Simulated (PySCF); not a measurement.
**Run report: CH8OSi2, excited-state calculation**

- system: CH8OSi2
- method: TDA PW91/STO-3G, vertical, IEF-PCM cyclohexane (non-equilibrium linear response), core orbitals frozen in the response (PySCF 2.14.0)

The geometry comes from this level: GFN2-xTB. It belongs to a series of runs on one base structure; here: solvent cyclohexane; PW91/STO-3G; 25 states, TDA; guess huckel.

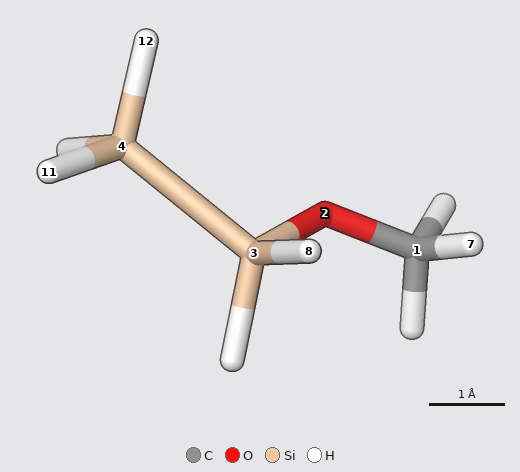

Fig. 1: The structure as given in the input (stick view, seen at a tilt; atoms are numbered from 1 in the order of the input).

### Results in brief

```csv
quantity,value
outcome,converged
total energy,−688.761055 hartree
HOMO,−2.21 eV
LUMO,4.69 eV
dipole moment,0.73 D
mean polarisability,34.57 a.u.
lowest singlet excitation,6.99 eV
hardware,"1 CPU thread, shared host"
wall time,4.2 s
peak memory,0.4 GiB
```

### Remarks

Settings chosen away from the usual ones: solvent cyclohexane; PW91/STO-3G; 25 states, TDA; guess huckel.

### The input
```
{"job": {"kind": "uv", "xc": "PW91", "basis": "STO-3G", "solvent": "cyclohexane", "nstates": 25, "ntriplets": 5, "tda": true, "scf": {"guess": "huckel"}}, "charge": 0, "multiplicity": 1}
C     -2.144745     0.593156     0.133848
O     -0.780518     0.495148     0.395578
Si     0.222604    -0.736239     0.043560
Si     2.203434     0.068756     0.868103
H     -2.496662     1.555070     0.508937
H     -2.694327    -0.209096     0.632368
H     -2.338942     0.533026    -0.939880
H      0.174458    -1.015630    -1.403773
H     -0.288420    -1.979722     0.649942
H      2.215784     0.329162     2.311309
H      3.245102    -0.936657     0.630513
H      2.683430     1.302339     0.236575
```

The first line tells a small driver script what to run in PySCF; the rest is the geometry in Å.

Launch command:
```bash
OMP_NUM_THREADS=1 python <driver script> task.json out
```

### Log
```
final grid: 89248 points
cycle   1  E = -682.8202718813  dE =  1.510e+00  |g| = 3.139e+00  |ddm| = 1.059e+01
cycle   2  E = -685.0198120620  dE = -2.200e+00  |g| = 2.253e+00  |ddm| = 9.424e+00
cycle   3  E = -688.6593475150  dE = -3.640e+00  |g| = 5.370e-01  |ddm| = 6.507e+00
cycle   4  E = -688.7368810936  dE = -7.753e-02  |g| = 2.461e-01  |ddm| = 1.226e+00
cycle   5  E = -688.7602080566  dE = -2.333e-02  |g| = 5.030e-02  |ddm| = 4.469e-01
cycle   6  E = -688.7609772711  dE = -7.692e-04  |g| = 1.569e-02  |ddm| = 6.710e-02
cycle   7  E = -688.7610091661  dE = -3.190e-05  |g| = 1.156e-02  |ddm| = 2.511e-02
cycle   8  E = -688.7610551098  dE = -4.594e-05  |g| = 6.231e-04  |ddm| = 1.906e-02
cycle   9  E = -688.7610552574  dE = -1.476e-07  |g| = 2.747e-04  |ddm| = 1.599e-03
cycle  10  E = -688.7610552839  dE = -2.649e-08  |g| = 3.195e-05  |ddm| = 4.704e-04
cycle  11  E = -688.7610552844  dE = -5.043e-10  |g| = 2.527e-06  |ddm| = 7.237e-05
converged SCF energy = -688.7610552844

Static polarisability (au): isotropic 34.572, principal 26.342 32.263 45.112

Singlet excitations
state   eV       nm        f      main configurations
  1   6.9884    177.4   0.00656   H->L 0.99
  2   7.8521    157.9   0.05731   H-1->L 0.98
  3   8.6434    143.4   0.00065   H->L+1 0.98
  4   9.0669    136.7   0.03010   H->L+2 0.52, H-1->L+1 0.47
  5   9.4261    131.5   0.02698   H-1->L+1 0.50, H->L+2 0.42
  6   9.7480    127.2   0.01978   H-1->L+2 0.98
  7  10.9518    113.2   0.00061   H->L+3 0.93
  8  11.3134    109.6   0.00102   H->L+4 0.85, H->L+5 0.11
  9  11.4622    108.2   0.00219   H-3->L 0.50, H->L+5 0.45
 10  11.5255    107.6   0.05217   H-4->L 0.49, H-2->L 0.27, H-1->L+3 0.16
 11  11.5890    107.0   0.02484   H-4->L 0.37, H-2->L+1 0.31, H-1->L+3 0.27
 12  11.7367    105.6   0.04762   H-3->L 0.41, H->L+5 0.35, H->L+4 0.09
 13  11.8767    104.4   0.12542   H-1->L+3 0.33, H->L+6 0.29, H-2->L 0.18
 14  12.0450    102.9   0.09288   H-1->L+4 0.73, H-1->L+5 0.11
 15  12.2260    101.4   0.00691   H-5->L 0.66, H-3->L+1 0.22
 16  12.2397    101.3   0.04298   H-1->L+5 0.41, H->L+6 0.26, H-1->L+4 0.17
 17  12.3288    100.6   0.00009   H-3->L+1 0.72, H-5->L 0.18
 18  12.4038    100.0   0.84945   H-2->L+1 0.32, H-2->L 0.30
 19  12.7572     97.2   0.04610   H-2->L+2 0.77, H-1->L+6 0.10
 20  12.7792     97.0   0.03654   H-4->L+1 0.71, H-1->L+5 0.09
 21  12.9141     96.0   0.65206   H-1->L+5 0.23, H->L+6 0.19, H-4->L+1 0.16
 22  12.9185     96.0   0.03909   H->L+7 0.71, H-1->L+6 0.21
 23  12.9830     95.5   0.02001   H-1->L+6 0.50, H->L+7 0.21, H-5->L+1 0.13
 24  13.1129     94.6   0.00899   H-5->L+1 0.83, H-1->L+6 0.11
 25  13.6482     90.8   0.06258   H-6->L 0.73, H-3->L+2 0.18

Triplet excitations (Tamm-Dancoff, eV): 6.8389 7.5164 7.6008 8.3176 8.6778
```

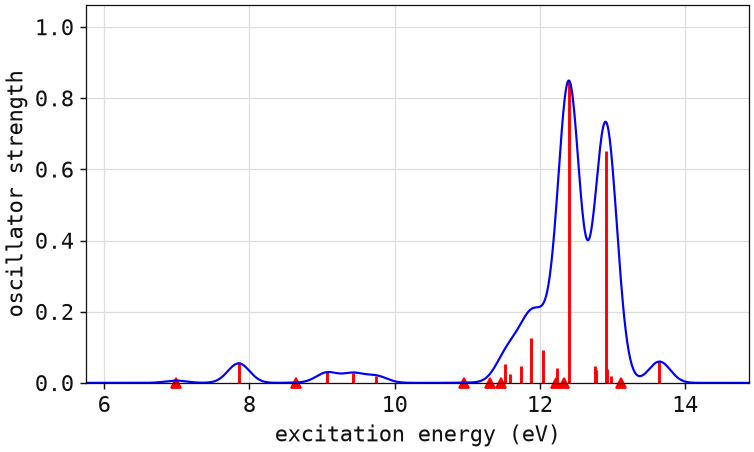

Fig. 2: Computed excitations as sticks (degenerate states added up, dark ones marked on the axis), with a Gaussian envelope of 0.35 eV full width at half maximum, scaled to the tallest. Of the 25 states the lowest lies at 6.99 eV (f = 0.007); the strongest line is at 12.40 eV, or 100 nm (f = 0.849).

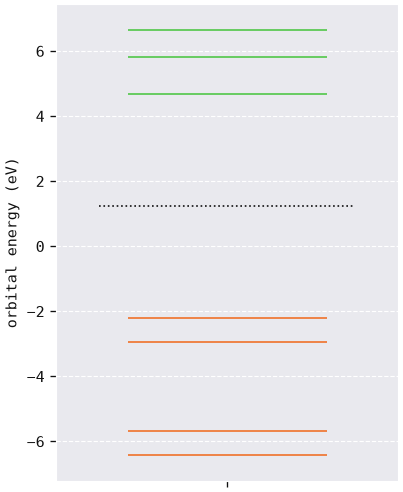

Fig. 3: Orbital energies near the frontier; the dotted line parts filled from empty levels, and levels within 0.02 eV of each other stand side by side. Highest filled −2.21 eV, lowest empty 4.69 eV, 6.90 eV apart.
